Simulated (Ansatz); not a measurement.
# Series on amorphous Hg33S25Se8, by quench rate

Does a slower quench leave a cell of lower energy?

Computed with Ansatz 0.2.0: Kohn-Sham DFT, LDA, PAW (set soft_2). Every run is a single point, with the atoms held where the recipe put them (cutoff of the plane-wave runs 420 eV, fermi-dirac smearing of 0.05 eV).

First member: 66 atoms (33 Hg, 25 S, 8 Se) placed at random at 7.67 g/cm³, melted at 2500 K for 10 ps at fixed volume with the Stillinger-Weber II-VI potential (Zhou et al., Phys. Rev. B 88, 085309 (2013)). Quenched from 2500 K to 500 K at 10 K/ps and fixed volume, held 5 ps, then minimised at fixed cell.

Last member: 66 atoms (33 Hg, 25 S, 8 Se) placed at random at 7.67 g/cm³, melted at 2500 K for 10 ps at fixed volume with the Stillinger-Weber II-VI potential (Zhou et al., Phys. Rev. B 88, 085309 (2013)). Quenched from 2500 K to 500 K at 1000 K/ps and fixed volume, held 5 ps, then minimised at fixed cell.

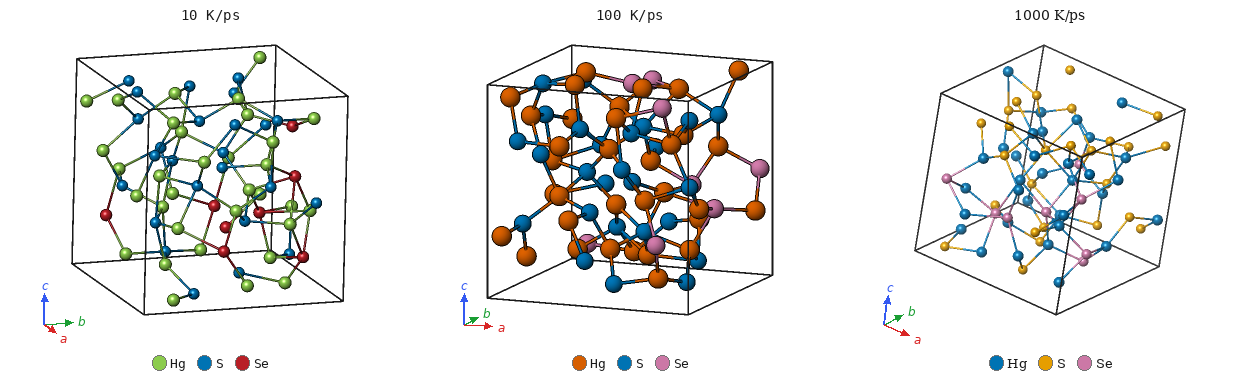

Three members of the series, labelled by quench rate. Some periodic images of atoms are drawn too. Bonds to atoms that aren't drawn are left out.

The members:

| quench rate (K/ps) | reduced formula | atoms | valence electrons | k-mesh | basis | density (g/cm³) |
| --- | --- | --- | --- | --- | --- | --- |
| 10 | Hg33Se8S25 | 66 | 938 | 1×1×1 | plane waves | 7.67 |
| 30 | Hg33Se8S25 | 66 | 938 | 1×1×1 | plane waves | 7.67 |
| 100 | Hg33Se8S25 | 66 | 938 | 1×1×1 | plane waves | 7.67 |
| 300 | Hg33Se8S25 | 66 | 938 | 1×1×1 | plane waves | 7.67 |
| 1000 | Hg33Se8S25 | 66 | 938 | 1×1×1 | plane waves | 7.67 |

Each cell is one sample from a classical run, so sample-to-sample scatter enters every column.

The input of the first member, without its atom lines; other members have their own cell and atoms, and may differ in mesh, basis and outputs:

```yaml
crystal:
  lattice:
    - [12.034, 0.0, 0.0]
    - [0.0, 12.034, 0.0]
    - [0.0, 0.0, 12.034]
  atoms:
    [... 66 lines ...]
kpoints:
  mp_grid: { grid: [1, 1, 1] }
hamiltonian:
  xc: lda
scf:
  occupations: { method: fermi_dirac, width: 0.05 }
output:
  forces: true
  stress: true
  populations: true
  dos:
    method: { smearing: { sigma: 0.1 } }
    de: 0.1
    projected: { site_lists: { Hg: [Hg], S: [S], Se: [Se] } }
  eigenvalues: true
  write_density: true
  write_potential: true
  volumetric_format: npy
```

Results:

| quench rate (K/ps) | energy less the first member's (meV/atom) | pressure (GPa) | r.m.s. force (eV/Å) |
| --- | --- | --- | --- |
| 10 | 0.0 | -4.50 | 0.361 |
| 30 | 31.7 | -4.74 | 0.420 |
| 100 | 2.0 | -3.89 | 0.363 |
| 300 | 12.7 | -3.81 | 0.378 |
| 1000 | 59.8 | -5.04 | 0.377 |

Bonds in each cell, which the recipe sets and DFT didn't move; cutoffs follow each cell's own g(r) within set bounds (mean length in Å, and neighbours of the second kind about the first):

| quench rate (K/ps) | Hg-S length | Hg-S count | Hg-Se length | Hg-Se count |
| --- | --- | --- | --- | --- |
| 10 | 2.666 | 2.73 | 2.797 | 1.00 |
| 30 | 2.678 | 2.64 | 2.841 | 1.12 |
| 100 | 2.666 | 2.70 | 2.756 | 1.03 |
| 300 | 2.631 | 2.52 | 2.727 | 0.91 |
| 1000 | 2.720 | 2.73 | 2.763 | 1.00 |

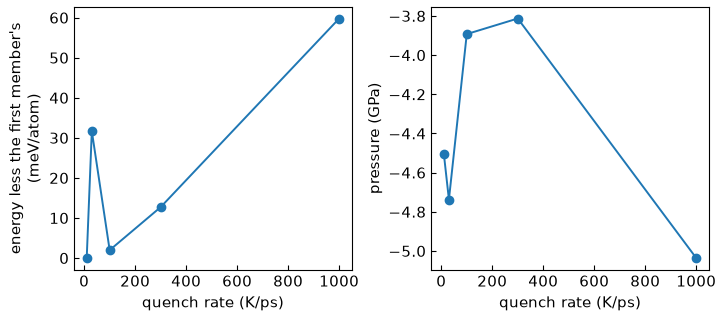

Results against quench rate.

Cost on 8 threads of Arm Neoverse V1, shared host:

| quench rate (K/ps) | atoms | basis | k-mesh | SCF cycles | time | host memory (GiB) |
| --- | --- | --- | --- | --- | --- | --- |
| 10 | 66 | plane waves | 1×1×1 | 11 | 26 s | 2.6 |
| 30 | 66 | plane waves | 1×1×1 | 12 | 27 s | 2.6 |
| 100 | 66 | plane waves | 1×1×1 | 13 | 27 s | 2.6 |
| 300 | 66 | plane waves | 1×1×1 | 12 | 26 s | 2.6 |
| 1000 | 66 | plane waves | 1×1×1 | 13 | 29 s | 2.6 |

Times include the outputs that each run asked for, on hosts shared with other jobs.

What the series shows: The energy against the first member is lowest at 10 K/ps (0.0 meV/atom) and highest at 1000 K/ps (59.8 meV/atom); each member is a single configuration. The slowest quench gives the lowest energy, by only 2.0 meV/atom, within the scatter of single samples. The pressure is lowest at 1000 K/ps (-5 GPa) and highest at 300 K/ps (-3.8 GPa), with no steady trend. All of the 5 members have partly filled levels at the Fermi energy, where the frontier levels stand at most 0.12 eV apart and the tails of the smearing reach across; spin polarisation, left out here, could split them.

Caveats: Spin–orbit coupling is left out, which matters for the levels of the heavy elements. The network of bonds at the start is that of the classical potential that made the cell, and needn't be the one that DFT or experiment would give. The cells aren't relaxed by DFT, which could reorder their energies. Even the slowest of these quenches is many orders faster than a laboratory quench.

[Logs are printed without paths, hosts, clocks, repeated set-up lines and the standing remarks that a program may print on its own settings, such as how far it seeks lower states.]

[Hosts, paths, dates, database ids (printed as entryN), source tags and the programs' standing remarks are cut or masked in the printed files.]
